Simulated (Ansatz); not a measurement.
# CH4ClFGeS (SMILES [CH3][Ge]([F])([SH])[Cl]): what the fields show

Input file:

```
crystal:
  periodic: [false, false, false]
  atoms:
    - { symbol: C, position_ang: [-0.3031, -1.0901, -0.5744] }
    - { symbol: Ge, position_ang: [0.6663, 0.3476, 0.3007] }
    - { symbol: F, position_ang: [2.0136, -0.3628, 1.1111] }
    - { symbol: S, position_ang: [-0.5511, 1.3941, 1.7764] }
    - { symbol: Cl, position_ang: [1.3693, 1.7705, -1.1871] }
    - { symbol: H, position_ang: [0.2936, -1.5457, -1.3273] }
    - { symbol: H, position_ang: [-0.6833, -1.7739, 0.1712] }
    - { symbol: H, position_ang: [-1.1824, -0.5749, -1.1119] }
    - { symbol: H, position_ang: [-1.5344, 1.7889, 0.8243] }
basis:
  gaussian:
    orbitals: "6-31G*"
hamiltonian:
  xc:
    name: PBE-QIDH
output:
  orbitals: {}
```

Command:

```sh
python energy_ch4clfges.py
```

The fields and orbitals are those of the mean-field reference, not of the correlated method.

The calculation used SCF PBE-QIDH, Gaussian basis (Ansatz).

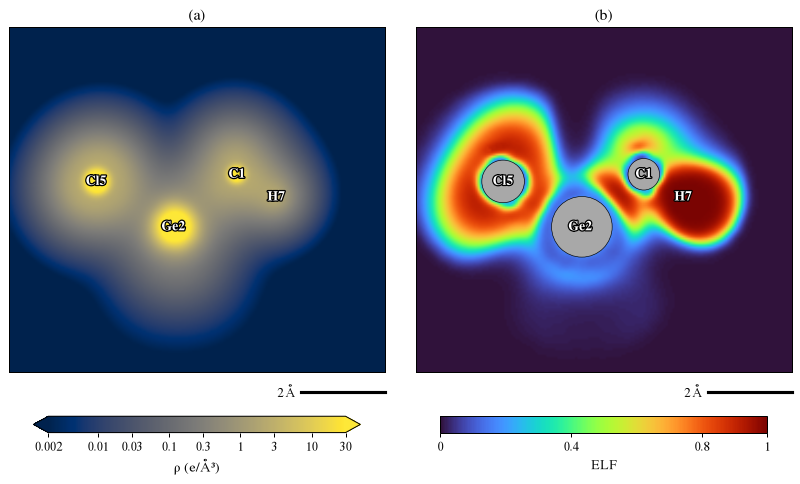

Figure 1. (a) total electron density; (b) electron localisation function on the plane of atoms Ge2, C1 and H7. Grey discs cover the atomic cores in the ELF map.

### Interpret the plot.

The section cuts through C, Ge, Cl and H sites.
C–Ge (1.94 Å): ρ is about 0.92 e/Å³ halfway; the ELF peaks at about 0.95 in the valence shell of C, 0.7 Å from its nucleus, and is about 0.65 at the midpoint.
Ge–Cl (2.18 Å): ρ at the midpoint is about 0.73 e/Å³; the ELF peaks at about 0.85 in the valence shell of Cl, 0.9 Å from its nucleus, and is about 0.70 at the midpoint.
C–H (1.08 Å): ρ is about 2 e/Å³ halfway; the ELF climbs to about 1 towards the hydrogen, as it does in any bond to H: a covalent bond by its length.
The ELF also peaks beside Cl5, away from the bonds: lone-pair regions.

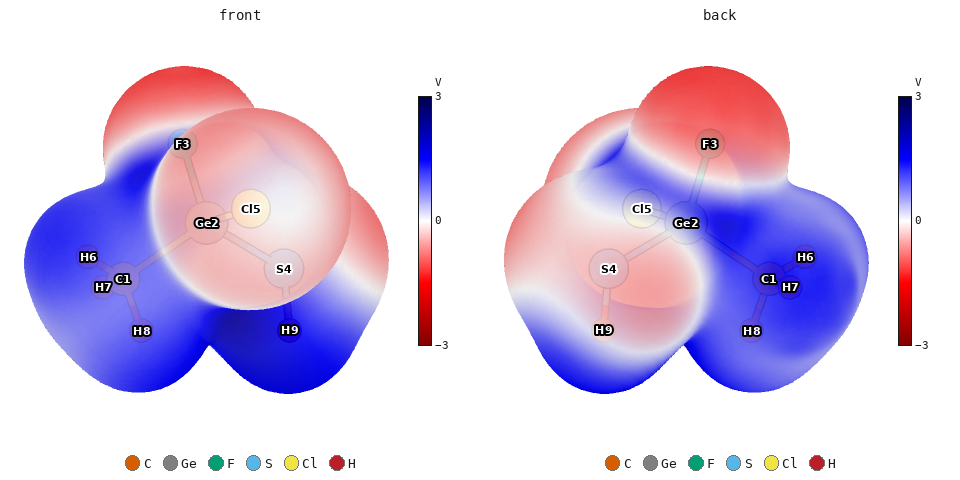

Figure 2. The molecular electrostatic potential painted on the density surface at 0.002 e/bohr³, seen from the front and from behind; red is negative and blue positive.

### Where is the surface potential most negative and most positive?

The most negative region (about −1.1 V) lies over F3, the most positive (about +2.1 V) over Ge2.

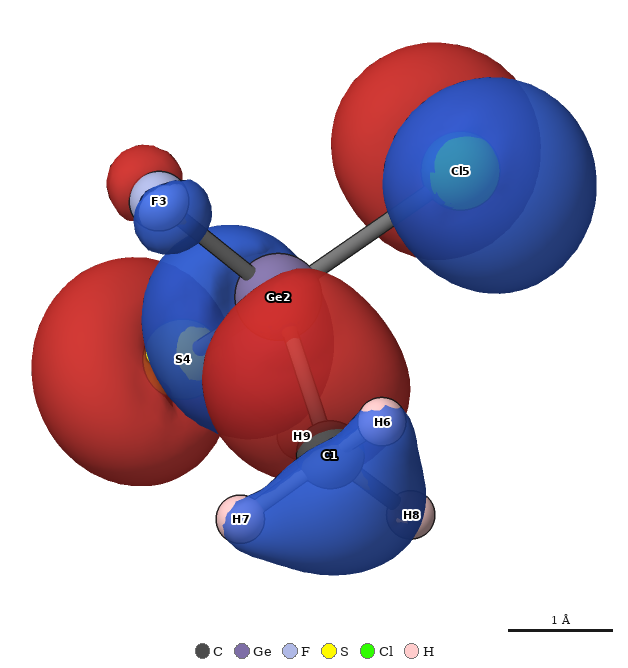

Figure 3. The HOMO−1 at ±0.1 Å⁻³ᐟ² (red and blue are the two phases), seen at an oblique angle.

### What is the character of this orbital?

It lies mainly on Cl5 (about 40 %), S4 (about 30 %), C1 (about 15 %) and Ge2 (about 10 %). Its energy is −10.98 eV.

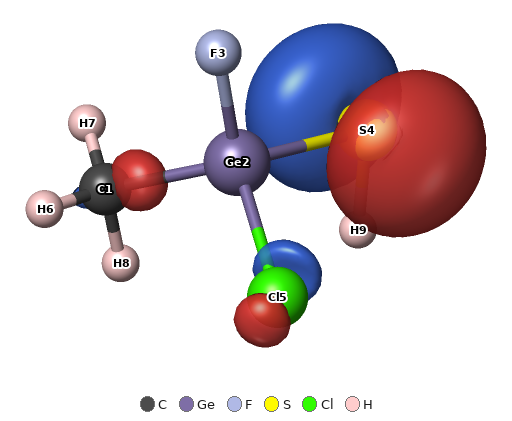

Figure 4. The HOMO at ±0.15 Å⁻³ᐟ² (red and blue are the two phases), seen from one side.

### Describe this orbital and give its energy.

Its weight (Hirshfeld) is mainly on S4 (about 80 %) and Ge2 (about 5 %); largely a lone pair of S4. Its energy is −9.95 eV.
